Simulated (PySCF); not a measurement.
# BH3S (SMILES BS) at r2SCAN/STO-6G

What is the energy change on altering one bond length of BH3S at r2SCAN/STO-6G? The job is set up through a Python script.

Program for the calculation: PySCF 2.14.0.

11 further runs of the same task are left out: 11 set aside as unsound or not needed.

### 1 The molecule

The species is BH3S (5 atoms), meant as a singlet with charge 0. As SMILES, `BS`. The shape is that of a PBE0-D4/def2-TZVP optimisation.

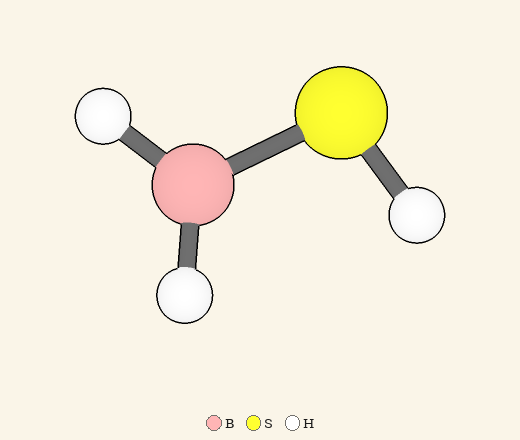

Viewed from a chosen angle; boron pink, sulfur yellow, hydrogen white.

### 2 The energy at r2SCAN/STO-6G

geometry.xyz reads:

```xyz
5
BH3S
B     -0.392100    -0.421000     0.088100
S      0.161700     1.236900    -0.154300
H     -1.562900    -0.556400     0.264200
H      0.367100    -1.337600     0.074200
H      1.476100     1.004400    -0.313600
```

calc.py reads:

```python
from pyscf import gto, dft

mol = gto.M(
    atom='geometry.xyz',
    max_memory=1860,
    basis='sto-6g',
    verbose=3,
)

mf = dft.RKS(mol)
mf.xc = 'r2scan'
mf.grids.level = 5
mf.conv_tol = 1e-10
mf.kernel()
if not mf.converged:
    mf = mf.newton().run(mf.mo_coeff, mf.mo_occ)

e_tot = mf.e_tot
print('E = %.10f Eh' % e_tot)
```

Launch:

```sh
$ OMP_NUM_THREADS=1 python calc.py
```

Log:

```text
converged SCF energy = -423.374384004056
E = -423.3743840041 Eh
```

Wall time 3 s (1 thread of Arm Neoverse V2, shared host); peak memory 0.2 GiB.

### 3 The distorted shape

job.py reads:

```python
from pyscf import gto, dft

mol = gto.Mole()
mol.atom = '''
B    1.715318  -0.177283  -0.228877
S    2.269118   1.480617  -0.471277
H   -1.562900  -0.556400   0.264200
H    2.474518  -1.093883  -0.242777
H    3.583518   1.248117  -0.630577
'''
mol.max_memory = 1860
mol.verbose = 4
mol.basis = 'sto-6g'
mol.build()

ks = dft.RKS(mol)
ks.xc = 'r2scan'
ks.grids.level = 5
ks.conv_tol = 1e-10
ks.kernel()
if not ks.converged:
    ks = ks.newton().run(ks.mo_coeff, ks.mo_occ)

energy = ks.e_tot
print('E(%s) = %.9f' % ('R2SCAN', energy))
```

Launch:

```sh
$ OMP_NUM_THREADS=1 python job.py
```

Log:

```text
PySCF version 2.14.0

[INPUT] num. atoms = 5
[INPUT] num. electrons = 24
[INPUT] charge = 0
[INPUT] spin (= nelec alpha-beta = 2S) = 0
[INPUT] symmetry False subgroup None
[INPUT] Mole.unit = angstrom
[INPUT] Symbol           X                Y                Z      unit          X                Y                Z       unit  Magmom
[INPUT]  1 B      1.715318000000  -0.177283000000  -0.228877000000 AA    3.241481236537  -0.335016316541  -0.432514846212 Bohr   0.0
[INPUT]  2 S      2.269118000000   1.480617000000  -0.471277000000 AA    4.288011564321   2.797960625375  -0.890584458807 Bohr   0.0
[INPUT]  3 H     -1.562900000000  -0.556400000000   0.264200000000 AA   -2.953452960083  -1.051443615708   0.499265642110 Bohr   0.0
[INPUT]  4 H      2.474518000000  -1.093883000000  -0.242777000000 AA    4.676161310306  -2.067139282318  -0.458782039344 Bohr   0.0
[INPUT]  5 H      3.583518000000   1.248117000000  -0.630577000000 AA    6.771867582449   2.358599301414  -1.191617830450 Bohr   0.0

nuclear repulsion = 40.029709925695
number of shells = 11
number of NR pGTOs = 102
number of NR cGTOs = 17
basis = sto-6g
ecp = {}

******** <class 'pyscf.dft.rks.RKS'> ********
method = RKS
initial guess = minao
damping factor = 0
level_shift factor = 0
DIIS = <class 'pyscf.scf.diis.CDIIS'>
diis_start_cycle = 1
diis_space = 8
diis_damp = 0
SCF conv_tol = 1e-10
SCF conv_tol_grad = None
SCF max_cycles = 50
direct_scf = True
direct_scf_tol = 1e-13
XC library pyscf.dft.libxc version 7.0.0
    S. Lehtola, C. Steigemann, M. J.T. Oliveira, and M. A.L. Marques.,  SoftwareX 7, 1–5 (2018)
XC functionals = r2scan
    J. W. Furness, A. D. Kaplan, J. Ning, J. P. Perdew, and J. Sun.,  J. Phys. Chem. Lett. 11, 8208-8215 (2020)
    J. W. Furness, A. D. Kaplan, J. Ning, J. P. Perdew, and J. Sun.,  J. Phys. Chem. Lett. 11, 9248-9248 (2020)
    J. W. Furness, A. D. Kaplan, J. Ning, J. P. Perdew, and J. Sun.,  J. Phys. Chem. Lett. 11, 8208-8215 (2020)
    J. W. Furness, A. D. Kaplan, J. Ning, J. P. Perdew, and J. Sun.,  J. Phys. Chem. Lett. 11, 9248-9248 (2020)
radial grids:
    Treutler-Ahlrichs [JCP 102, 346 (1995); DOI:10.1063/1.469408] (M4) radial grids

becke partition: Becke, JCP 88, 2547 (1988); DOI:10.1063/1.454033
pruning grids: <function nwchem_prune>
grids dens level: 5
symmetrized grids: False
atomic radii adjust function: <function treutler_atomic_radii_adjust>
small_rho_cutoff = 0
Set gradient conv threshold to 1e-05
Initial guess from minao.
tot grids = 156832
init E= -422.97504951012
  HOMO = -0.170558323652494  LUMO = -0.10583398060904  gap/eV = 1.76124
cycle= 1 E= -422.794010307435  delta_E= 0.181  |g|= 0.412  |ddm|= 2.63
  HOMO = -0.283836019901138  LUMO = -0.15411473834062  gap/eV = 3.52990
cycle= 2 E= -421.866685584161  delta_E= 0.927  |g|= 1.37  |ddm|= 3.47
  HOMO = -0.114315254071835  LUMO = -0.0382730893883931  gap/eV = 2.06921
cycle= 3 E= -422.588915534581  delta_E= -0.722  |g|= 0.324  |ddm|= 1.61
  HOMO = -0.0882167280861605  LUMO = 0.0842525115469674  gap/eV = 4.69313
cycle= 4 E= -422.732654076001  delta_E= -0.144  |g|= 0.366  |ddm|= 3.12
  HOMO = -0.0460155136348825  LUMO = 0.0440542405829529  gap/eV = 2.45092
cycle= 5 E= -422.784906764583  delta_E= -0.0523  |g|= 0.367  |ddm|= 0.312
  HOMO = -0.0257623604234486  LUMO = 0.0335602815187469  gap/eV = 1.61425
cycle= 6 E= -422.844065506174  delta_E= -0.0592  |g|= 0.401  |ddm|= 0.304
  HOMO = -0.0472194932423624  LUMO = 0.0422587942057614  gap/eV = 2.43483
cycle= 7 E= -422.785694739886  delta_E= 0.0584  |g|= 0.364  |ddm|= 0.302
  HOMO = -0.0438790081169601  LUMO = 0.0404696427013079  gap/eV = 2.29524
cycle= 8 E= -422.791823366047  delta_E= -0.00613  |g|= 0.369  |ddm|= 0.0347
  HOMO = -0.0853984915330817  LUMO = 0.0411826617206574  gap/eV = 3.44445
cycle= 9 E= -422.76216470263  delta_E= 0.0297  |g|= 0.334  |ddm|= 0.203
  HOMO = -0.0917950983560007  LUMO = -0.00852311700825115  gap/eV = 2.26595
cycle= 10 E= -422.791878629438  delta_E= -0.0297  |g|= 0.357  |ddm|= 0.19
  HOMO = -0.0680716851231122  LUMO = -0.0274676963330115  gap/eV = 1.10489
[... cycles 11 to 40 left out ...]
cycle= 41 E= -422.604418558987  delta_E= 0.000422  |g|= 0.395  |ddm|= 0.017
  HOMO = -0.0823171687536536  LUMO = -0.00500685015568847  gap/eV = 2.10372
cycle= 42 E= -422.799501002585  delta_E= -0.195  |g|= 0.37  |ddm|= 2.94
  HOMO = -0.0643092222141263  LUMO = -0.0165696858423786  gap/eV = 1.29906
cycle= 43 E= -422.747347396558  delta_E= 0.0522  |g|= 0.492  |ddm|= 2.68
  HOMO = -0.0495153510937424  LUMO = 0.042918606622264  gap/eV = 2.51526
cycle= 44 E= -422.599577561234  delta_E= 0.148  |g|= 0.321  |ddm|= 0.766
  HOMO = -0.0204871968860486  LUMO = 0.0720997938698328  gap/eV = 2.51942
cycle= 45 E= -422.622190302514  delta_E= -0.0226  |g|= 0.316  |ddm|= 0.148
  HOMO = -0.00622826218523354  LUMO = 0.0718462750225649  gap/eV = 2.12452
cycle= 46 E= -422.668983166184  delta_E= -0.0468  |g|= 0.386  |ddm|= 0.278
  HOMO = -0.0425856083334366  LUMO = 0.0476665298712442  gap/eV = 2.45589
cycle= 47 E= -422.599172489906  delta_E= 0.0698  |g|= 0.323  |ddm|= 0.411
  HOMO = 0.015852517356319  LUMO = 0.0553618650570378  gap/eV = 1.07510
cycle= 48 E= -422.983484828785  delta_E= -0.384  |g|= 0.376  |ddm|= 2.62
  HOMO = -0.0921440027523796  LUMO = 0.0566111604788081  gap/eV = 4.04783
cycle= 49 E= -422.744698858138  delta_E= 0.239  |g|= 0.361  |ddm|= 1.17
  HOMO = -0.0981355234961319  LUMO = -0.0703080771661491  gap/eV = 0.75722
cycle= 50 E= -423.073714621497  delta_E= -0.329  |g|= 0.0229  |ddm|= 1.79
SCF not converged.
SCF energy = -423.073714621497

******** <class 'pyscf.soscf.newton_ah.SecondOrderRKS'> ********
method = SecondOrderRKS
initial guess = minao
damping factor = 0
level_shift factor = 0
DIIS = <class 'pyscf.scf.diis.CDIIS'>
diis_start_cycle = 1
diis_space = 8
diis_damp = 0
SCF conv_tol = 1e-10
SCF conv_tol_grad = None
SCF max_cycles = 50
direct_scf = True
direct_scf_tol = 1e-13
XC library pyscf.dft.libxc version 7.0.0
    S. Lehtola, C. Steigemann, M. J.T. Oliveira, and M. A.L. Marques.,  SoftwareX 7, 1–5 (2018)
XC functionals = r2scan
    J. W. Furness, A. D. Kaplan, J. Ning, J. P. Perdew, and J. Sun.,  J. Phys. Chem. Lett. 11, 8208-8215 (2020)
    J. W. Furness, A. D. Kaplan, J. Ning, J. P. Perdew, and J. Sun.,  J. Phys. Chem. Lett. 11, 9248-9248 (2020)
    J. W. Furness, A. D. Kaplan, J. Ning, J. P. Perdew, and J. Sun.,  J. Phys. Chem. Lett. 11, 8208-8215 (2020)
    J. W. Furness, A. D. Kaplan, J. Ning, J. P. Perdew, and J. Sun.,  J. Phys. Chem. Lett. 11, 9248-9248 (2020)
radial grids:
    Treutler-Ahlrichs [JCP 102, 346 (1995); DOI:10.1063/1.469408] (M4) radial grids

becke partition: Becke, JCP 88, 2547 (1988); DOI:10.1063/1.454033
pruning grids: <function nwchem_prune>
grids dens level: 5
symmetrized grids: False
atomic radii adjust function: <function treutler_atomic_radii_adjust>
small_rho_cutoff = 0
******** <class 'pyscf.dft.rks.RKS'> Newton solver flags ********
SCF tol = 1e-10
conv_tol_grad = None
max. SCF cycles = 50
direct_scf = True
direct_scf_tol = 1e-13
max_cycle_inner = 12
max_stepsize = 0.05
ah_start_tol = 1e+09
ah_level_shift = 0
ah_conv_tol = 1e-12
ah_lindep = 1e-14
ah_start_cycle = 1
ah_max_cycle = 40
ah_grad_trust_region = 2.5
kf_interval = 4
kf_trust_region = 5
canonicalization = True
Set conv_tol_grad to 1e-05
  HOMO = -0.0720571791627883  LUMO = -0.0428429839364287  gap/eV = 0.79496
Initial guess E= -423.073714621497  |g|= 0.0228706
macro= 0  E= -423.073960152117  delta_E= -0.000245531  |g|= 1.43341e-05  3 KF 11 JK
macro= 1  E= -423.073960152117  delta_E= 5.68434e-14  |g|= 1.07234e-06  1 KF 2 JK
Canonicalize SCF orbitals
macro X = 2  E=-423.073960152117  |g|= 1.07234e-06  total 5 KF 16 JK
converged SCF energy = -423.073960152117
E(R2SCAN) = -423.073960152
```

It took 15 s on 1 thread of Arm Neoverse V2, shared host; peak memory 0.25 GiB.

### 4 Outcome

At r2SCAN/STO-6G:

```
                                                         quantity          value
                                        first shape: total energy  -423.37438 Eh
                                       first shape: dipole moment         1.39 D
                                         first shape: HOMO energy       -4.77 eV
                                         first shape: LUMO energy        1.48 eV
                                       first shape: HOMO–LUMO gap        6.25 eV
                                    distorted shape: total energy  -423.07396 Eh
                                   distorted shape: dipole moment         3.17 D
                                     distorted shape: HOMO energy       -2.08 eV
                                     distorted shape: LUMO energy       -1.29 eV
                                   distorted shape: HOMO–LUMO gap        0.79 eV
energy change with the B1–H3 bond stretched from 1.192 to 3.337 Å       8.175 eV
```

What this shows: One bond (distorted shape) is far stretched, which a spin-restricted single reference describes badly; a broken-symmetry solution may lie lower. With the B1–H3 bond stretched from 1.192 to 3.337 Å the energy rises by 8.17 eV (189 kcal/mol). The first shape isn't relaxed at this level, so the change isn't measured from a minimum. A restricted reference can't describe the breaking bond well at this length. The minimal basis adds a large error of its own.
